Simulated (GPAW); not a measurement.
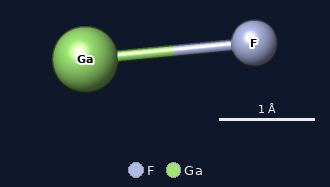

Figure 1. The structure as given in the input (ball-and-stick view, seen at an oblique angle). Sticks mark near contacts. Bond lengths as drawn: F–Ga 1.80 Å.

GaF: property calculation

System: GaF.
Method: PBE/real-space grid, scalar-relativistic datasets (GPAW 26.7.0).

The geometry comes from this level: GFN2-xTB.

Input (gs.py)
```python
import numpy as np
from ase.io import read
from ase.units import Debye
from gpaw import GPAW

molecule = read("gs.xyz")
molecule.center(vacuum=4.5)

calculator = GPAW(mode="fd", h=0.18, xc="PBE", maxiter=150, txt="-")
molecule.calc = calculator

energy = molecule.get_potential_energy()
print(f"Energy = {energy:.5f} eV")
forces = molecule.get_forces()
print("Forces (eV/Ang)")
for symbol, f in zip(molecule.symbols, forces):
    print(f'{symbol:2} {f[0]:9.4f} {f[1]:9.4f} {f[2]:9.4f}')
dipole = molecule.get_dipole_moment() / Debye
print(f"Dipole: {np.linalg.norm(dipole):.3f} D")
homo, lumo = calculator.get_homo_lumo()
print(f"HOMO = {homo:.3f} eV")
print(f"LUMO                    {lumo:.3f} eV")
print(f"Gap = {lumo - homo:.3f} eV")
```

File gs.xyz
```
2

F      0.000000     0.000000     0.000000
Ga     0.000000     0.000000     1.799150
```

Hardware: 1 thread of Intel Xeon @ 2.50GHz (Skylake/Cascade Lake), 12 GiB of memory available, shared host.

Command:
```bash
python3 gs.py
```

Log
```
__  _  _
 | _ |_)|_||  |
 |__||  | ||/\| - 26.7.0

units:  Angstrom and eV
cores:  1
OpenMP: False

Versions:
  Python: 3.12.14
  ASE:    3.29.0
  Numpy:  2.5.5
  Scipy:  1.18.1
  Libxc:  7.0.0

        _gpaw.cpython-312-x86_64-linux-gnu.so

Input parameters:
  mode=FD(),
  h=0.18,
  maxiter=150,
  xc=XC(name='PBE')

Diagonalizing LCAO Hamiltonian
Converting LCAO to fd mode
       .---------------------.
      /|                     |
     / |                     |
    /  |                     |
   /   |                     |
  /    |                     |
 *     |                     |
 |     |                     |
 |     |       Ga            |
 |     |                     |
 |     |                     |
 |     |       F             |
 |     |                     |
 |     .---------------------.
 |    /                     /
 |   /                     /
 |  /                     /
 | /                     /
 |/                     /
 *---------------------*

Atoms  # Å, Bohr magnetons
|   | symbol |        x |        y |        z |    initial magnetic moments |
|---|--------|----------|----------|----------|-----------------------------|
| 0 |      F | 4.500000 | 4.500000 | 4.500000 | ( 0.0000,  0.0000,  0.0000) |
| 1 |     Ga | 4.500000 | 4.500000 | 6.299150 | ( 0.0000,  0.0000,  0.0000) |

Unit cell  # Å
| periodic |        x |        y |         z |   lengths |    angles |
|----------|----------|----------|-----------|-----------|-----------|
|       no | 9.000000 | 0.000000 |  0.000000 |  9.000000 | 90.000000 |
|       no | 0.000000 | 9.000000 |  0.000000 |  9.000000 | 90.000000 |
|       no | 0.000000 | 0.000000 | 10.799150 | 10.799150 | 90.000000 |

Number of symmetries: 8
Symmetry operations  # r_c * U_cc + t_c -> r_c
|   | kind |            matrix            |
|---|------|------------------------------|
| 0 |  E   |  1, 0, 0,  0, 1, 0,  0, 0, 1 |
| 1 |  σ   |  1, 0, 0,  0,-1, 0,  0, 0, 1 |
| 2 |  σ   |  0, 1, 0,  1, 0, 0,  0, 0, 1 |
| 3 |  C4  |  0, 1, 0, -1, 0, 0,  0, 0, 1 |
| 4 |  C4  |  0,-1, 0,  1, 0, 0,  0, 0, 1 |
| 5 |  σ   |  0,-1, 0, -1, 0, 0,  0, 0, 1 |
| 6 |  σ   | -1, 0, 0,  0, 1, 0,  0, 0, 1 |
| 7 |  C2  | -1, 0, 0,  0,-1, 0,  0, 0, 1 |

BZ-sampling:
  Number of BZ points: 1
  Number of IBZ points: 1

  Monkhorst-Pack size: [1, 1, 1]
  Monkhorst-Pack shift: [0, 0, 0]

K-points  # in reciprocal-cell coordinates
|   |                                coordinates |     weight |
|---|--------------------------------------------|------------|
| 0 | (  0.00000000,   0.00000000,   0.00000000) | 1.00000000 |

Uniform wave function grid shape: (np.int64(51), np.int64(51), np.int64(59))
Spin-components: 1 (collinear spins)
Bands:           8
Projectors:      10
Spin-degeneracy: 2
Datatype:        float64

  Storage: CPU
  Wave functions: 9_821_376 bytes (9_821_376 per core)

Parallelization:
  kpt:    1
  domain: 1
  band:   1

Density:
  Valence electrons: 10.0
  Components: 1
  Grid points: [52 52 60]
  Charge: 0.0  # |e|

Potential:
  Grid points: [52 52 60]

species:
  F:
    name:    Fluorine
    Z:       9.0
    valence: 7
    core:    2
    charge:  0.0  # [|e|]
    file:    F.PBE.gz
    compensation charges:
      type: gauss
      rc: 0.20  # [Å]
      lmax: 2
    cutoffs:
      filter: 1.14  # [Å]
      core: 0.74  # [Å]
    projectors
    | kind |    occ | energy [eV] | rcut [Å] |
    |------|--------|-------------|----------|
    |   2s |  2.000 |     -29.898 |    0.635 |
    |   2p |  5.000 |     -11.110 |    0.635 |
    |    s |        |      -2.687 |    0.635 |
    |    p |        |      16.102 |    0.635 |
    |    d |        |       0.000 |    0.635 |

    Using partial waves for F as LCAO basis

  Ga:
    name:    Gallium
    Z:       31.0
    valence: 3
    core:    28
    charge:  0.0  # [|e|]
    file:    Ga.PBE.gz
    compensation charges:
      type: gauss
      rc: 0.37  # [Å]
      lmax: 2
    cutoffs:
      filter: 2.06  # [Å]
      core: 4.17  # [Å]
    projectors
    | kind |    occ | energy [eV] | rcut [Å] |
    |------|--------|-------------|----------|
    |   4s |  2.000 |      -8.945 |    1.164 |
    |   4p |  1.000 |      -2.580 |    1.164 |
    |    s |        |      18.266 |    1.164 |
    |    p |        |      24.631 |    1.164 |
    |    d |        |       0.000 |    1.164 |

    Using partial waves for Ga as LCAO basis

Reference energy: -55598.752314  # eV

eigensolver:
  PPCG
  Converge bands: occupied
  niter=2

density mixing:
  MSR1-Mixer
  Pratt-step length: 0.05
  Maximum mixing coefficient: 0.75
  Old densities: 10
  SVD Regularization: 0.005
  Good broyden scale: 1.0
  Trust region scale: 1.0
  Backstep threshold: 4.0
  History deletion threshold: 6.0
  Fourier metric: weight=20.0, sigma=0.015

occupation numbers:
  # Zero width

FastPoissonSolver using
    Stencil: 6*3+1=19 point O(h^6) finite-difference Laplacian
    FFT axes: []
    FST axes: [np.int64(0), np.int64(1), np.int64(2)]

xc functional:
  name: PBE with 2 nearest neighbor stencil
interpolation: tri-quintic # 5. degree polynomial

Initialization done in: 2.099 s

convergence criteria:
- Maximum [total energy] change in last 3 cyles: 0.0005 eV / valence electron
- Maximum integral of absolute [dens]ity change: 0.0001 electrons / valence electron
- Maximum integral of absolute [eigenst]ate change: 4e-08 eV^2 / valence electron
maximum number of iterations: 150

SCF iterations
|iter     |     time |      energy | eigst |  dens |
|---------|----------|-------------|-------|-------|
|iter:   1| 00:00:03 |   -8.541212 | +0.61 |       |
|iter:   2| 00:00:04 |   -8.229652 | -0.48 | -0.86 |
|iter:   3| 00:00:05 |   -7.335216 | +0.37 | -0.90 |
|iter:   4| 00:00:07 |   -7.305537 | -0.72 | -1.23 |
|iter:   5| 00:00:08 |   -7.292887 | -1.56 | -1.50 |
|iter:   6| 00:00:09 |   -7.292841 | -2.62 | -2.47 |
|iter:   7| 00:00:10 |   -7.292872c| -3.37 | -2.83 |
|iter:   8| 00:00:11 |   -7.292874c| -4.25 | -3.40 |
|iter:   9| 00:00:12 |   -7.292874c| -4.89 | -3.83 |
|iter:  10| 00:00:13 |   -7.292874c| -5.57 | -4.57c|
|iter:  11| 00:00:15 |   -7.292874c| -6.31 | -4.80c|
|iter:  12| 00:00:16 |   -7.292874c| -6.95 | -5.32c|
|iter:  13| 00:00:17 |   -7.292874c| -7.66c| -5.60c|

Converged in 13 steps
SCF loop duration: 14.140 s (1.088 s/step)
Energy contributions relative to reference atoms: (reference = -55598.752314)

Energy contributions:
  Kinetic:          15.654876
  Coulomb:         -15.829919
  Zero:              0.228723
  External:          0.000000
  Xc:               -7.346554
  Entropy:           0.000000
  Spinorbit:         0.000000
  ----------------------------
  Free energy:      -7.292874
  Extrapolated:     -7.292874

dipole moment: (-0.000000, -0.000000, 0.512321)  # |e|*Ang

Fermi level: -4.473
Eigenvalues  # (at kpt = [0.000, 0.000, 0.000])
| band index |      eig [eV] | occ [0-2] |
|------------|---------------|-----------|
|          0 |       -27.296 |     2.000 |
|          1 |       -10.636 |     2.000 |
|          2 |        -8.522 |     2.000 |
|          3 |        -8.522 |     2.000 |
|          4 |        -6.867 |     2.000 |
|          5 |        -2.079 |     0.000 |
|          6 |        -2.079 |     0.000 |
|          7 |        -0.116 |     0.000 |

Gap: 4.787 eV
Transition (v -> c):
  (s=0, k=0, n=4, [0.00, 0.00, 0.00]) -> (s=0, k=0, n=5, [0.00, 0.00, 0.00])
No difference between direct/indirect transitions
vacuum-level: 0.000  # V
Energy = -7.29287 eV

Forces  # eV/Ang
|       x |       y |        z |
|---------|---------|----------|
| 0.00000 | 0.00000 | -1.32482 |  # F    0
| 0.00000 | 0.00000 |  1.31991 |  # Ga   1

Force computation time: 0.067  # s
Forces (eV/Ang)
F     0.0000    0.0000   -1.3248
Ga    0.0000    0.0000    1.3199
Dipole: 2.461 D
HOMO = -6.867 eV
LUMO                    -2.079 eV
Gap = 4.787 eV
```

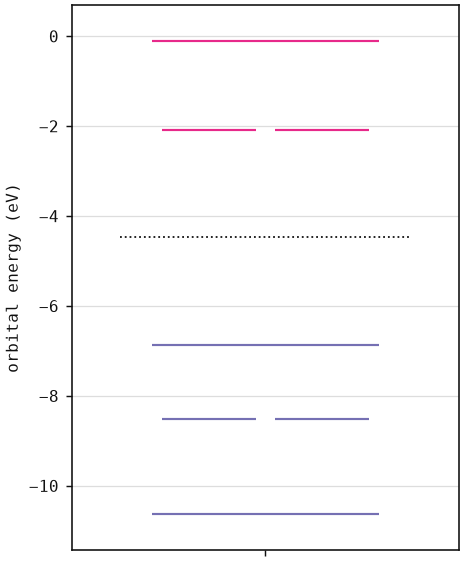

Figure 2. Orbital energies near the frontier; the dotted line parts filled from empty levels, and levels within 0.02 eV of each other stand side by side. Highest filled −6.87 eV, lowest empty −2.08 eV, 4.79 eV apart.

Results in brief

| quantity | value |
| --- | --- |
| outcome | converged |
| energy relative to the program's reference atoms | −7.2929 eV |
| largest force | 1.325 eV/Å |
| HOMO | −6.87 eV |
| LUMO | −2.08 eV |
| dipole moment | 2.46 D |
| wall time | 17 s |
| peak memory | 0.39 GiB |
